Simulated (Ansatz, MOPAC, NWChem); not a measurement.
AgCl (SMILES [Cl][Ag]): methods side by side

AgCl, singlet, SMILES `[Cl][Ag]`. Each level relaxes the structure for itself.

Each level gives the equilibrium bond length (Å). The values are calculated.

**The experiment to reproduce.** Huber and Herzberg, Constants of Diatomic Molecules gives the equilibrium bond length of the gas as 2.281 Å.

```json
{"level": "PM6", "kind": "semi-empirical", "program": "MOPAC", "value (Å)": "2.317", "computed − measured": "+0.036"}
{"level": "PM6-D3", "kind": "semi-empirical", "program": "MOPAC", "value (Å)": "2.318", "computed − measured": "+0.037"}
{"level": "PM6-D3H4", "kind": "semi-empirical", "program": "MOPAC", "value (Å)": "2.317", "computed − measured": "+0.036"}
{"level": "PM6-DH+", "kind": "semi-empirical", "program": "MOPAC", "value (Å)": "2.317", "computed − measured": "+0.036"}
{"level": "HF/def2-TZVP (core potential)", "kind": "Hartree–Fock", "program": "NWChem", "value (Å)": "2.380", "computed − measured": "+0.099"}
{"level": "SVWN5/def2-TZVP (core potential)", "kind": "LDA", "program": "Ansatz", "value (Å)": "2.222", "computed − measured": "-0.059"}
{"level": "r2SCAN/def2-TZVP (core potential)", "kind": "meta-GGA", "program": "Ansatz", "value (Å)": "2.273", "computed − measured": "-0.008"}
{"level": "B3LYP-D4/def2-TZVP (core potential)", "kind": "global hybrid", "program": "Ansatz", "value (Å)": "2.308", "computed − measured": "+0.027"}
{"level": "CCSD(T)/def2-TZVP (core potential)", "kind": "coupled cluster or CI", "program": "Ansatz", "value (Å)": "2.289", "computed − measured": "+0.008"}
```

Nearest: r2SCAN/def2-TZVP (core potential) (-0.008 Å); farthest: HF/def2-TZVP (core potential) (+0.099 Å). Computed less measured by kind, in Å (def2-TZVP rows): semi-empirical +0.036 to +0.037; Hartree–Fock +0.099; LDA -0.059; meta-GGA -0.008; global hybrid +0.027; coupled cluster or CI +0.008.

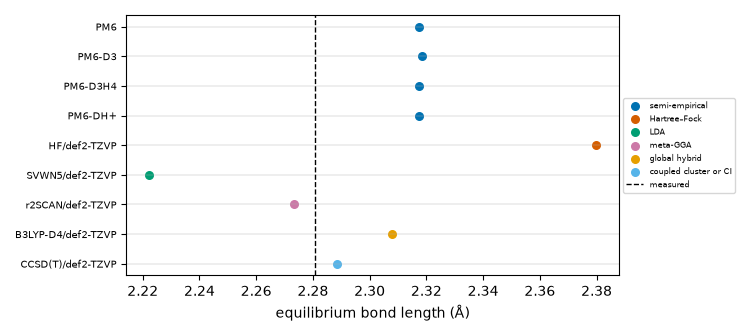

The values of the table, level by level.
